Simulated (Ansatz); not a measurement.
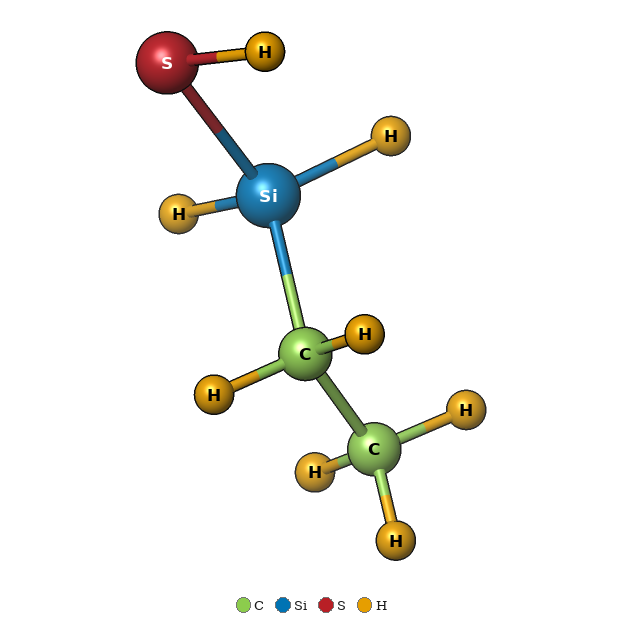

Ball-and-stick drawing of a structure. Every bond is drawn as one stick, whatever its order.

The computed structure is the end point of a PBE0-D4/def2-TZVP optimisation.

What does the picture show?

It has 12 atoms: 2 carbon, 8 hydrogen, 1 sulfur and 1 silicon (C2H8SSi). As SMILES it reads `CC[SiH2]S`. It has no ring. Among its groups: Si–H bond. The point group is C1. Coordination: 2 C tetrahedral; 1 Si tetrahedral; 1 S bent.

More results for the same structure follow; atom numbers are the same in all pictures, views and colours differ.

### Vibrations

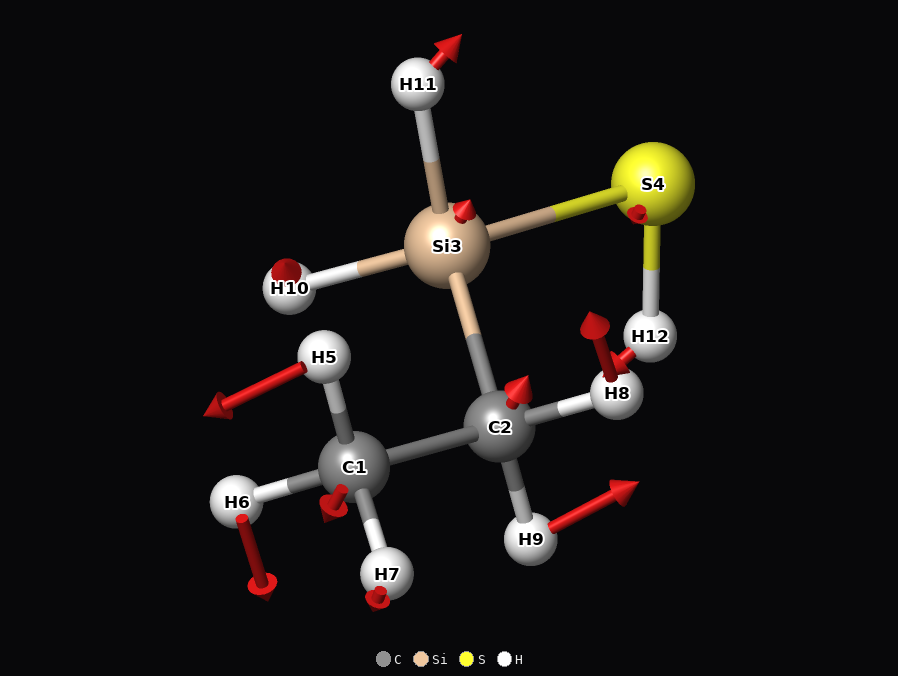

The arrows show one normal mode. Harmonic vibrations computed with RKS PBE0-D4/def2-TZVP (Ansatz 0.2.0) at a stationary point of the same level.

> What kind of motion is it?

A torsion or out-of-plane motion in which bond lengths and bond angles hardly change.

> At what wavenumber does it lie?

72 cm⁻¹; it is mode 1 of 30 counted from the lowest.

### Dipole moment

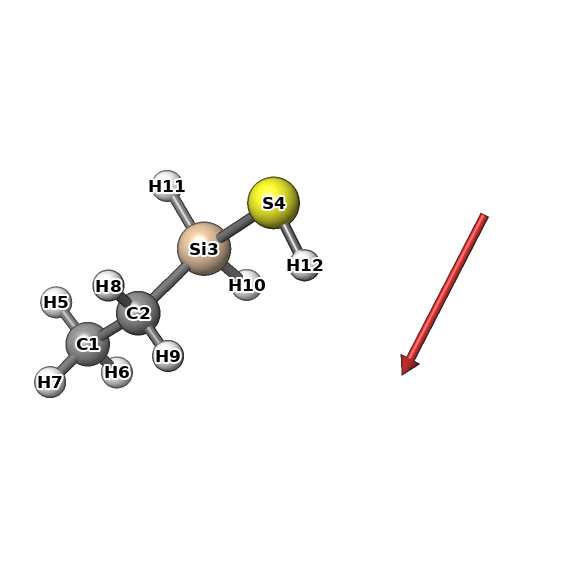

The arrow beside the molecule shows the direction of the dipole moment, from the negative to the positive end (its length means nothing). Level of theory: RKS ωB97M-V/def2-TZVPP (Ansatz 0.2.0).

> How large is the dipole moment?

1.75 D; it points from the side of S4 to the side of H7 (the outermost atoms at the two ends).

### Charges

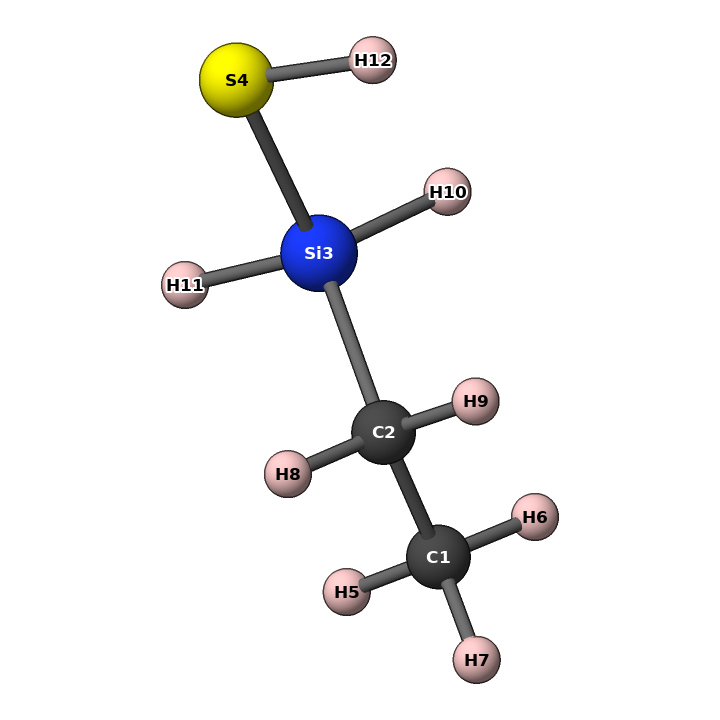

The questions are on Mulliken charges. Level of theory: RKS B3LYP-D4/def2-TZVPP (Ansatz 0.2.0).

> Which atom carries the highest charge (most positive or least negative)?

Si3 (0.37 e).

> And the lowest?

S4 (−0.28 e).

List the Mulliken charges.

```csv
atom,value (e)
C1,−0.26
C2,−0.20
Si3,0.37
S4,−0.28
H5,0.09
H6,0.09
H7,0.09
H8,0.09
H9,0.07
H10,−0.07
H11,−0.07
H12,0.10
```

Mulliken values depend strongly on the basis set and can even reverse the polarity of a bond.
